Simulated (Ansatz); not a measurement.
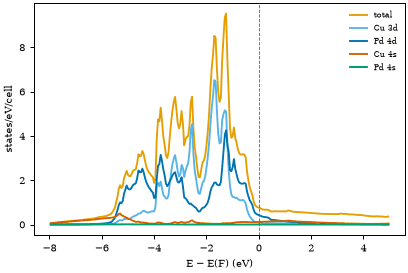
Figure. Total and projected density of states of CuPd in space group Cmmm (No. 65; Cu on 2a, Pd on 2c), r²SCAN (plane waves, PAW; program Ansatz)

Question: Which orbitals carry the states next to the Fermi level?

Answer: Within 0.5 eV of the Fermi level: Pd 4d 58 %, Cu 3d 19 %, Cu 4s 11 %, outside the projected shells 12 %. Projections are on Löwdin-orthogonalised atomic valence shells; empty p or d shells of many metals are not among them.

Question: Where is the tallest occupied peak in this window, and what makes it?

Answer: Near -1.2 eV, about 9.5 states/eV per cell; the largest projected share is Cu 3d.

The workflow started from a Materials Project entry (that database holds measured and hypothetical structures alike); the Crystallography Open Database copy checked does not list it. COD files the formula under space group No. 221. With Cu and Pd taken as one species the cell has the higher symmetry Im-3m, so it may be an ordered model of a mixed-site phase. Its standing as an ambient phase is unchecked. The cell was relaxed with r²SCAN under the symmetry of its start. At this level the phase is dynamically unstable (imaginary phonons). No spin polarisation was allowed. Scalar-relativistic: spin–orbit coupling is off unless named, which matters more the heavier the elements.

Potentials: the later of the program's two PAW sets.
